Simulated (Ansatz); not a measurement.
# C2H3AlFN (SMILES [CH3][Al]([F])[C]#N): MP2/cc-pVDZ

Aim: the vertical singlet–triplet gap of C2H3AlFN at MP2/cc-pVDZ, from 2 runs. 

The results are computed with Ansatz 0.2.0.

114 further runs of the same task are left out: 114 set aside as unsound or not needed. Runs told in other sessions of the task aren't counted.

### Step 1. The molecule

The species is C2H3AlFN (8 atoms), meant as a singlet with charge 0. As SMILES, `[CH3][Al]([F])[C]#N`. The coordinates come from a PBE0-D4/def2-TZVP relaxation.

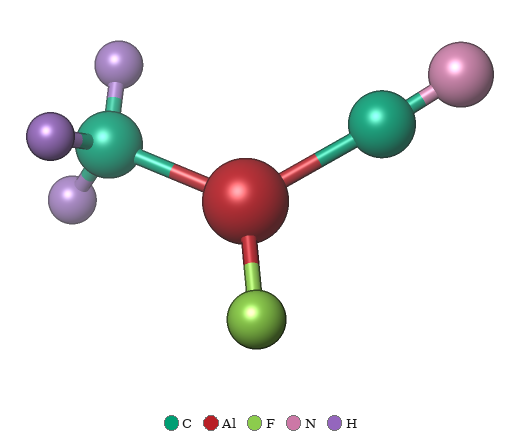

The structure, seen from a chosen angle (carbon teal, aluminium red, fluorine green, nitrogen pink, hydrogen purple).

### Step 2. The energy at MP2/cc-pVDZ

Input file molecule.yaml:

```yaml
basis:
  gaussian:
    orbitals: cc-pVDZ
crystal:
  periodic: [false, false, false]
  atoms:
    - {symbol: C, position_ang: [-0.796200, -0.780200, 0.685800]}
    - {symbol: Al, position_ang: [0.733700, 0.022200, -0.157100]}
    - {symbol: F, position_ang: [2.249400, -0.595500, -0.030200]}
    - {symbol: C, position_ang: [0.623900, 1.626000, -1.228300]}
    - {symbol: N, position_ang: [0.500000, 2.584900, -1.857400]}
    - {symbol: H, position_ang: [-0.942000, -1.805200, 0.332600]}
    - {symbol: H, position_ang: [-0.659200, -0.835500, 1.769600]}
    - {symbol: H, position_ang: [-1.709600, -0.216500, 0.485000]}
correlation:
  method: mp2
  frozen_orbitals: {Al: 5, C: 1, F: 1, H: 0, "N": 1}
accuracy: high
```

Started as:

```
$ ansatz run molecule.yaml --threads 1 --pin off --max-ram 2610MiB --events-out events.jsonl --progress --plain --runs-dir runs
```

Standard output:

```text
Warning: RAYON_NUM_THREADS=1 ignored (pool sized by the plan → 1); use --threads N
Functional definition: HF
  name "HF"
  exchange = exact_x
  correlation = 0
1997 factors; integrals over basis functions are off by at most 3.9e-9 eV
mean field evaluation 1: about -12877.7184 eV, gradient 4.1e1 eV
mean field evaluation 2: about -12877.8788 eV, gradient 4.1e1 eV
mean field evaluation 4: about -12881.6485 eV, gradient 4.4e0 eV
mean field evaluation 8: about -12881.7242 eV, gradient 3.5e-1 eV
mean field evaluation 16: about -12881.7248 eV, gradient 2.0e-8 eV
mean field -12881.72482787 eV, -473.3946558774 hartree, gradient 2.0e-8 eV, S^2 0.000000; 0 other end points of the search recorded, 0 dependent functions left out
9 core orbitals not correlated: weight in the atoms' cores, before any rotation towards them, 1.000 or more for the frozen orbitals, at most 0.000 for the correlated occupied ones
reference -12881.72482787 eV, -473.3946558774 hartree; 13, 13 occupied and 67, 67 virtual orbitals, 1997 factors
second order -18.09128500 eV of doubles, -0.00000000 eV of singles
Total energy: -12899.81611287 eV, -474.0594983385 hartree
```

Run time: 3.9 s. Hardware: 1 thread of Arm Neoverse V2, shared host; peak memory 0.24 GiB.

### Step 3. The triplet, same level

Input file run.yaml:

```yaml
crystal:
  periodic: [false, false, false]
  atoms:
    - symbol: C
      position_ang: [-0.796200, -0.780200, 0.685800]
    - symbol: Al
      position_ang: [0.733700, 0.022200, -0.157100]
    - symbol: F
      position_ang: [2.249400, -0.595500, -0.030200]
    - symbol: C
      position_ang: [0.623900, 1.626000, -1.228300]
    - symbol: N
      position_ang: [0.500000, 2.584900, -1.857400]
    - symbol: H
      position_ang: [-0.942000, -1.805200, 0.332600]
    - symbol: H
      position_ang: [-0.659200, -0.835500, 1.769600]
    - symbol: H
      position_ang: [-1.709600, -0.216500, 0.485000]
basis:
  gaussian: {orbitals: cc-pVDZ}
magnetization: {spin_polarized: true, initial_magnetization: 2}
correlation: {method: mp2, frozen_orbitals: {Al: 5, C: 1, F: 1, H: 0, "N": 1}}
accuracy: high
```

Started as:

```
$ ansatz run run.yaml --threads 1 --pin off --max-ram 2610MiB --events-out events.jsonl --progress --plain --runs-dir runs
```

Standard output, shortened:

```text
Warning: RAYON_NUM_THREADS=1 ignored (pool sized by the plan → 1); use --threads N
[... 2 set-up lines as earlier in the session ...]
[...]
1997 factors; integrals over basis functions are off by at most 3.9e-9 eV
[...]
mean field -12877.05125750 eV, -473.2229053343 hartree, gradient 1.3e-8 eV, S^2 2.013818; 12 other end points of the search recorded, 0 dependent functions left out
9 core orbitals not correlated: weight in the atoms' cores, before any rotation towards them, 1.000 or more for the frozen orbitals, at most 0.000 for the correlated occupied ones
reference -12877.05125750 eV, -473.2229053343 hartree; 14, 12 occupied and 66, 68 virtual orbitals, 1997 factors
second order -16.26063409 eV of doubles, -0.00000000 eV of singles
Total energy: -12893.31189159 eV, -473.8204726154 hartree
```

Run time: 26 s. Hardware: 1 thread of Arm Neoverse V2, shared host; peak memory 0.44 GiB.

### Step 4. Outcome

At MP2/cc-pVDZ, 9 core orbitals frozen:

```
                                            quantity          value
                               singlet: total energy  -474.05950 Eh
singlet: correlation energy (9 core orbitals frozen)     -664.8 mEh
                               triplet: total energy  -473.82047 Eh
triplet: correlation energy (9 core orbitals frozen)     -597.6 mEh
          triplet: ⟨S²⟩ of the reference determinant          2.014
    vertical energy of the triplet above the singlet       6.504 eV
```

**Reading.** At this shape the triplet lies 6.50 eV (628 kJ/mol) above the singlet.
